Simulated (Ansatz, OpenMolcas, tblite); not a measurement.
# How methods differ on AlNH3OF (SMILES [NH2][Al]([OH])[F])

AlNH3OF: 7 atoms, total charge 0, spin state singlet. As SMILES, `[NH2][Al]([OH])[F]`. Geometry: relaxed at PBE0-D4/def2-TZVP. This is one conformer, not always the lowest.

Each level gives the HOMO–LUMO gap (eV). The values are calculated.

```
           level                    kind     program  value (eV)   CPU time
       IPEA1-xTB          semi-empirical      tblite        4.38  under 2 s
      HF/cc-pVDZ            Hartree–Fock      Ansatz       14.18        2 s
   SVWN5/cc-pVDZ                     LDA  OpenMolcas        4.95       21 s
     PBE/cc-pVDZ                     GGA  OpenMolcas        4.96       30 s
    TPSS/cc-pVDZ                meta-GGA  OpenMolcas        5.24       43 s
   B3LYP/cc-pVDZ           global hybrid  OpenMolcas        6.76       31 s
    PBE0/cc-pVDZ           global hybrid      Ansatz        7.38      5.5 s
   HSE06/cc-pVDZ  range-separated hybrid      Ansatz        6.60        6 s
 wB97M-V/cc-pVDZ  range-separated hybrid      Ansatz       11.51       59 s
PBE-QIDH/cc-pVDZ           double hybrid      Ansatz       11.56        8 s
```

The values span 4.38 to 14.18 eV. Orbital gaps aren't excitation energies, and those of double hybrids come from the SCF part alone; they tend to grow with the share of exact exchange. Times are those of the runs behind each value, whatever else they computed, on shared processors of several kinds: orders of magnitude only.

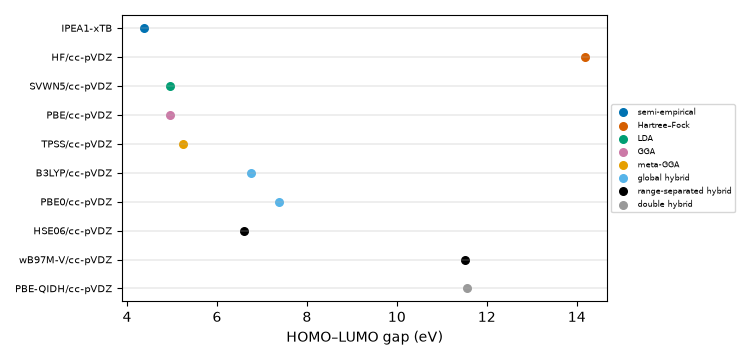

The values of the table, level by level.
